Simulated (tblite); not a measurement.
Molecular dynamics of GePH₅ (part 2 of 2)

Continued. System: GePH₅, SMILES [PH2][GeH3]. Method: GFN2-xTB Langevin dynamics, gas phase (tblite 0.8.0). 

Geometry of the input (Å):
```
P  1.2799  -0.1237  0.8689
Ge -0.7729  0.1740  -0.0922
H  1.9417  0.5399  -0.1563
H  1.4669  -1.3618  0.2674
H  -1.8063  -0.6795  0.5778
H  -1.2394  1.5888  0.0677
H  -0.8666  -0.1327  -1.5603
```

**Trajectory as extended XYZ, continued**
```
7
Properties=species:S:1:pos:R:3:forces:R:3 step=22 time_fs=550.0 energy=-189.92193 temperature=193.0
P     0.5178   -0.4969    0.2706    0.5634   0.1777  -0.9001
Ge   -1.5808    0.3836    0.2988   -0.5283  -1.2762   0.5382
H     0.5435   -1.3012    1.3774   -0.4343  -0.1176   0.3705
H     0.9661    0.5970    0.9795    0.1667   0.1134   0.1026
H    -2.6000   -0.3384   -0.6035    0.4128   0.2580   0.3410
H    -2.0705    0.2364    1.7306   -0.2128   0.1504  -0.2487
H    -1.6170    1.7971   -0.0392    0.0323   0.6943  -0.2034
7
Properties=species:S:1:pos:R:3:forces:R:3 step=23 time_fs=575.0 energy=-189.94923 temperature=144.1
P     0.5423   -0.4613    0.2444   -0.4193   0.0026   0.4216
Ge   -1.5852    0.4294    0.3027    0.1804   0.6746   0.0482
H     0.2339   -0.8068    1.5608    0.4839  -0.2322  -0.0311
H     1.2078    0.6933    0.6582   -0.1842  -0.0023  -0.0492
H    -2.3956    0.0334   -0.8611   -0.2085  -0.1152  -0.4499
H    -2.4625    0.0516    1.4656    0.1666  -0.0503   0.0724
H    -1.5970    1.9552    0.3018   -0.0189  -0.2774  -0.0118
7
Properties=species:S:1:pos:R:3:forces:R:3 step=24 time_fs=600.0 energy=-189.86714 temperature=118.5
P     0.5592   -0.4417    0.2412    0.3178   0.7478   0.2207
Ge   -1.5963    0.4718    0.3191    0.2999  -0.1955  -0.3829
H     0.9036   -0.8672    1.5503   -0.6263   0.2274  -0.2930
H     1.0952    0.8496    0.5086   -0.0702  -0.5658  -0.2288
H    -2.1998    0.2658   -1.1054    0.2268   0.0791   0.7030
H    -2.4896   -0.2109    1.3109   -0.1583   0.0376  -0.0109
H    -1.6649    1.9764    0.5750    0.0104  -0.3306  -0.0082
7
Properties=species:S:1:pos:R:3:forces:R:3 step=25 time_fs=625.0 energy=-189.95848 temperature=234.4
P     0.5267   -0.4053    0.2256   -0.5773  -0.6575   0.2024
Ge   -1.5597    0.5078    0.3494   -0.0292  -0.1410  -0.2344
H     0.3706   -0.4501    1.6121    0.5677  -0.0568  -0.0305
H     1.2678    0.7352    0.2055    0.1651   0.5800   0.1519
H    -2.2008    0.6918   -0.9802   -0.1479  -0.0562  -0.1994
H    -2.3777   -0.5029    1.1191    0.0087   0.2137  -0.1080
H    -1.7100    1.8404    0.9975    0.0129   0.1179   0.2180
7
Properties=species:S:1:pos:R:3:forces:R:3 step=26 time_fs=650.0 energy=-189.90566 temperature=242.4
P     0.4837   -0.4101    0.2695    0.5984  -0.8858  -0.3069
Ge   -1.5223    0.5675    0.3473   -1.6344   0.1275   0.4853
H     0.7901   -0.3672    1.6396   -0.2600   0.3053  -0.2602
H     1.1241    0.7582   -0.0596    0.2360   0.2876   0.0968
H    -2.3462    0.9704   -0.8995    0.6605  -0.1036   0.3311
H    -2.5366   -0.3874    1.0153    0.3772   0.1280  -0.1908
H    -1.5980    1.7280    1.3128    0.0223   0.1410  -0.1553
7
Properties=species:S:1:pos:R:3:forces:R:3 step=27 time_fs=675.0 energy=-189.88223 temperature=251.3
P     0.5023   -0.5116    0.3281   -0.5060   0.7506  -0.3363
Ge   -1.5527    0.6360    0.3639    1.2229  -0.5306   0.1884
H     0.8071    0.0654    1.5268    0.2774  -0.0420   0.5314
H     1.0894    0.5949   -0.3348   -0.1721  -0.4370   0.0977
H    -1.6916    1.0324   -1.0229   -0.4395   0.1531  -0.9497
H    -2.6854   -0.2405    0.7656   -0.1218   0.2108   0.1333
H    -1.4146    1.9691    1.0282   -0.2609  -0.1049   0.3353
7
Properties=species:S:1:pos:R:3:forces:R:3 step=28 time_fs=700.0 energy=-189.91047 temperature=249.4
P     0.4253   -0.5872    0.4024    0.2208   0.9989  -0.1852
Ge   -1.5410    0.6533    0.3695   -0.4423   0.3491  -0.2276
H     0.9954    0.0734    1.4981   -0.2542  -0.2045   0.0698
H     1.0872    0.3664   -0.4282   -0.3371  -0.5023   0.1146
H    -2.0089    0.8920   -1.1037    0.2681  -0.0695   0.6572
H    -2.7145   -0.0484    1.0011    0.0527  -0.3857  -0.0899
H    -1.7789    1.9889    1.1116    0.4920  -0.1859  -0.3390
7
Properties=species:S:1:pos:R:3:forces:R:3 step=29 time_fs=725.0 energy=-189.96359 temperature=187.5
P     0.2981   -0.6330    0.4866    0.3406  -0.8497  -0.1253
Ge   -1.5324    0.6464    0.3871   -0.4834  -0.3537   0.7864
H     0.8367    0.0533    1.5352    0.0424   0.1371   0.5318
H     1.0273    0.1473   -0.3596    0.1964   0.2202  -0.5101
H    -2.1376    0.7999   -0.9245   -0.1358   0.2404  -0.7186
H    -2.6279   -0.0570    1.1598    0.1661   0.1385   0.0087
H    -1.3084    1.9341    1.0672   -0.1264   0.4672   0.0271
7
Properties=species:S:1:pos:R:3:forces:R:3 step=30 time_fs=750.0 energy=-189.92439 temperature=197.2
P     0.3436   -0.7397    0.5945   -0.7293   0.1476  -0.4664
Ge   -1.5526    0.6557    0.4234    0.4687   0.1145  -1.1585
H     0.8129    0.0630    1.6034    0.3090   0.2209   0.1796
H     1.0245   -0.0587   -0.4339   -0.1613  -0.0203   0.3604
H    -2.0262    0.8061   -1.1060    0.1858  -0.2588   1.0136
H    -2.7390    0.2484    1.2553    0.0690   0.0370  -0.0603
H    -1.1970    2.1106    0.7328   -0.1419  -0.2410   0.1316
7
Properties=species:S:1:pos:R:3:forces:R:3 step=31 time_fs=775.0 energy=-189.96125 temperature=182.4
P     0.3283   -0.7629    0.6918   -0.2543   0.2631   0.1258
Ge   -1.5296    0.6292    0.4487    1.1066   0.3789   1.7309
H     1.0032    0.0093    1.6601   -0.2253  -0.0667  -0.3960
H     1.0249   -0.2392   -0.3959   -0.0230   0.1182   0.1608
H    -2.1666    0.4336   -0.8026   -0.7053  -0.2383  -1.4074
H    -2.5235    0.2647    1.5198    0.0367  -0.0315  -0.0996
H    -1.3670    2.1452    0.6354    0.0645  -0.4238  -0.1146
7
Properties=species:S:1:pos:R:3:forces:R:3 step=32 time_fs=800.0 energy=-189.94132 temperature=134.7
P     0.2830   -0.7108    0.7597    0.4852  -0.5264   0.7864
Ge   -1.4910    0.5966    0.4597   -1.3821  -0.7909  -1.0734
H     0.7807    0.1649    1.7375    0.0213  -0.2492  -0.1542
H     1.0715   -0.1709   -0.2163    0.1604   0.2927  -0.3586
H    -2.2260    0.2231   -0.9062    0.5270   0.3699   0.8084
H    -2.5578    0.2593    1.4677    0.1278   0.0637   0.0422
H    -1.2887    2.0346    0.5070    0.0604   0.8401  -0.0508
7
Properties=species:S:1:pos:R:3:forces:R:3 step=33 time_fs=825.0 energy=-189.96879 temperature=137.8
P     0.3537   -0.7431    0.8047   -0.3414  -0.3001  -0.3713
Ge   -1.5042    0.5691    0.4609    0.9754   0.9497   1.6146
H     0.8172   -0.0652    1.8902    0.0585   0.3068   0.4711
H     1.1225    0.0185   -0.0423    0.1641   0.0762  -0.2191
H    -2.0948    0.2326   -0.7909   -0.7180  -0.3089  -1.1383
H    -2.4509    0.3793    1.6226   -0.0339  -0.0504  -0.2779
H    -1.2409    2.1077    0.4640   -0.1046  -0.6733  -0.0791
7
Properties=species:S:1:pos:R:3:forces:R:3 step=34 time_fs=850.0 energy=-189.93133 temperature=135.0
P     0.3904   -0.7837    0.8576   -0.2995   0.8716  -0.0970
Ge   -1.5248    0.5588    0.4800    0.0433  -1.4289  -0.7313
H     0.7923   -0.0930    2.0065   -0.3143  -0.1714   0.0843
H     1.1743    0.1260    0.1446   -0.0482  -0.2420  -0.2423
H    -2.2163    0.2691   -0.8994    0.4998   0.0290   0.6300
H    -2.6350    0.2685    1.4262   -0.0766  -0.0059   0.2569
H    -1.3344    1.9944    0.4406    0.1955   0.9476   0.0994
7
Properties=species:S:1:pos:R:3:forces:R:3 step=35 time_fs=875.0 energy=-190.00258 temperature=232.2
P     0.3002   -0.7585    0.9004    0.5924   0.2010   0.2726
Ge   -1.5219    0.5185    0.5207   -0.1257   0.8045   0.5399
H     0.6522   -0.0513    2.0703   -0.1366  -0.2491  -0.2717
H     1.0931    0.1012    0.1194   -0.1383  -0.2337   0.0966
H    -1.9660    0.3737   -0.8674   -0.1488  -0.0340  -0.6320
H    -2.7478    0.1302    1.3264    0.2752   0.1741  -0.0010
H    -1.2122    2.0396    0.7018   -0.3181  -0.6627  -0.0044
7
Properties=species:S:1:pos:R:3:forces:R:3 step=36 time_fs=900.0 energy=-189.90639 temperature=143.4
P     0.2484   -0.7772    0.9473    0.3504  -0.7789  -0.1030
Ge   -1.5406    0.4873    0.5275   -0.5091   0.1598  -0.7418
H     0.5161   -0.0966    2.1068    0.1057   0.1677   0.2894
H     1.1092   -0.0057    0.2038    0.1720   0.1753  -0.1208
H    -1.9812    0.5778   -0.9471    0.0871  -0.1544   0.6676
H    -2.6290    0.0768    1.4266   -0.5784  -0.5838   0.0007
H    -1.4961    1.8535    1.0283    0.3724   1.0143   0.0079
7
Properties=species:S:1:pos:R:3:forces:R:3 step=37 time_fs=925.0 energy=-189.93147 temperature=210.5
P     0.3126   -0.8032    0.9460    0.2003   0.6661  -0.4043
Ge   -1.5835    0.4534    0.5392   -0.2470  -0.1294   0.0159
H     0.5049   -0.4047    2.2661   -0.0180   0.1370  -0.0846
H     1.1697    0.2080    0.3971   -0.3706  -0.5177   0.4024
H    -1.8208    0.4486   -0.9489    0.0543  -0.0784  -0.0633
H    -2.7883   -0.3849    1.0647    0.4194   0.6318  -0.0571
H    -1.6718    1.9844    0.8312   -0.0385  -0.7094   0.1910
7
Properties=species:S:1:pos:R:3:forces:R:3 step=38 time_fs=950.0 energy=-189.96239 temperature=214.8
P     0.3384   -0.7898    0.9803    0.0613   0.3671   0.6962
Ge   -1.5697    0.3861    0.5210   -0.2977  -0.1635  -0.6911
H     0.2375   -0.6036    2.4130    0.0693   0.0017  -0.8930
H     1.0906    0.3945    0.7815   -0.1427  -0.3825   0.1710
H    -1.7484    0.5131   -1.0205    0.2082   0.1572   0.6793
H    -2.8918   -0.2059    0.8972   -0.0015  -0.2973   0.1424
H    -1.6581    1.7171    1.1861    0.1031   0.3174  -0.1048
7
Properties=species:S:1:pos:R:3:forces:R:3 step=39 time_fs=975.0 energy=-189.96429 temperature=282.2
P     0.3308   -0.8066    1.0196   -0.7950  -1.1049  -0.9179
Ge   -1.5734    0.3718    0.4914    0.4111   0.4466   1.0595
H    -0.0683   -0.9017    2.3137   -0.0081   0.0288   0.6318
H     1.0907    0.2708    1.2005    0.6518   1.0729   0.2953
H    -1.5636    0.7506   -0.9263   -0.1839   0.0880  -0.4603
H    -2.7748   -0.4318    0.8794   -0.0544   0.0250  -0.1825
H    -1.6786    1.6958    1.3167   -0.0215  -0.5563  -0.4260
7
Properties=species:S:1:pos:R:3:forces:R:3 step=40 time_fs=1000.0 energy=-189.92886 temperature=218.2
P     0.3262   -0.8019    1.0321    0.1287   0.6746   0.6848
Ge   -1.5808    0.3859    0.5156    0.1535  -0.4629  -1.3968
H    -0.1702   -1.3480    2.2260   -0.0394   0.0745  -0.2288
H     0.8997    0.2965    1.7631   -0.2460  -0.5731  -0.4704
H    -1.4967    0.7685   -1.0138    0.0657  -0.2300   0.7307
H    -2.8204   -0.4942    0.4936    0.1442   0.2722   0.2548
H    -1.8017    1.7223    1.0992   -0.2068   0.2446   0.4257
```

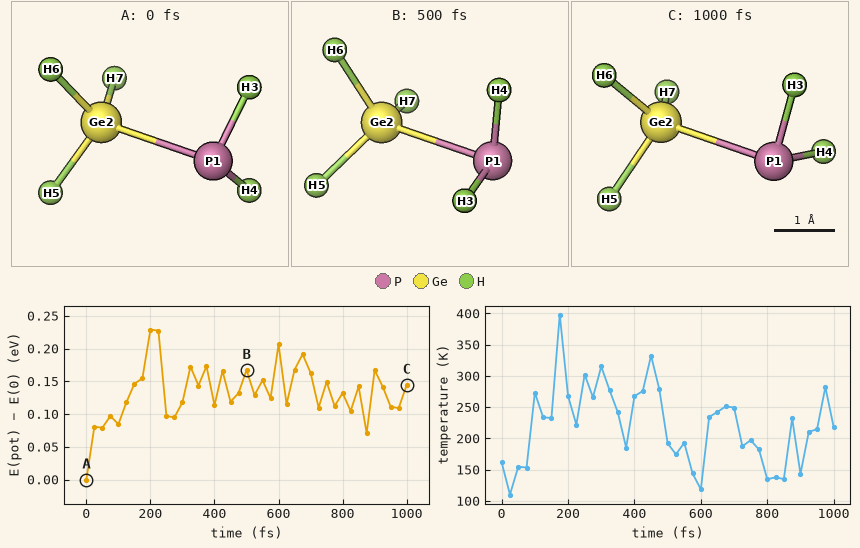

Fig. 1: Frames of the molecular dynamics (ball-and-stick, seen at a tilt) above the curves, on which the letters mark them. The trajectory kept here has 41 frames over 1000 fs. The temperature starts at 162 K, ranges from 110 to 398 K and averages 194 K over the second half. The potential energy ends 0.145 eV above its first value. After an unweighted best fit of the last frame on the first, the root-mean-square displacement is 0.29 Å.
